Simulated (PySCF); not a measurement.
Molecule (SMILES): C#C (C2H2).
Geometry (B3LYP-D3(BJ)/def2-TZVP, fixed):
```xyz
4

C      0.0000     0.0000    -0.5984
C      0.0000     0.0000     0.5984
H      0.0000     0.0000     1.6611
H      0.0000     0.0000    -1.6611
```

Basis-set convergence of the lowest singlet excitation energy at PBE0 with PySCF. Tamm-Dancoff approximation; the state is taken by its order, and sets in which it differs in degeneracy or brightness are left out, yet its character can still change. All functions are spherical. Density fitting with generated auxiliary sets. No added dispersion term, no relativity. Reference: the value in d-aug-cc-pVTZ, 7.542 eV, itself unsure by roughly 0.060 eV (its mean distance from aug-pcseg-2, aug-cc-pVTZ). Deviations are taken from unrounded values. Cost is core time over that of d-aug-cc-pVDZ, rough, on shared machines of one kind.

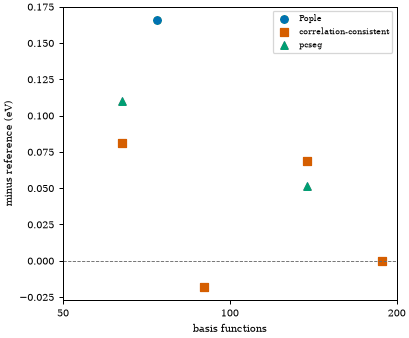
Figure. Deviation from the reference against the number of basis functions, by family of sets.

| basis | functions | lowest singlet excitation energy (eV) | minus reference (eV) | cost |
|---|---|---|---|---|
| aug-cc-pVDZ | 64 | 7.623 | 0.081 | 0.4× |
| aug-pcseg-1 | 64 | 7.652 | 0.110 | 0.4× |
| 6-311++G(2d,2p) | 74 | 7.708 | 0.166 | 0.5× |
| d-aug-cc-pVDZ | 90 | 7.524 | -0.018 | 1× |
| aug-cc-pVTZ | 138 | 7.610 | 0.069 | 2× |
| aug-pcseg-2 | 138 | 7.593 | 0.052 | 2× |
| d-aug-cc-pVTZ | 188 | 7.542 | 0.000 | 6× |
